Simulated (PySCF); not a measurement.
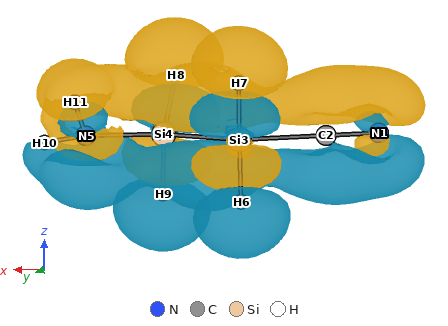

CH6N2Si2, SMILES `N#C[SiH2][SiH2]N`. Change of the electron density in a uniform field of 0.21 V/Å, surfaces at ±0.001 e/Å³ (yellow: gain, teal: loss).

Level of theory: HF/def2-TZVP (PySCF), at a geometry from GFN2-xTB. No frequency check shows the geometry to be a minimum. A basis without diffuse functions makes polarisabilities too small.

Along which Cartesian direction does the field point?

Along −z: electrons gather on the +z side, against the field.

What dipole is induced, and what polarisability does it imply?

The induced dipole is 0.58 D (along the field); α along this axis, from the fields in both directions, is 57 bohr³ (8.5 Å³).

Which atoms gain and lose the most charge?

Electrons gather most on H7 (Hirshfeld charge changes by −0.007 e) and leave H9 most (+0.008 e); 0.063 electrons are displaced in all.
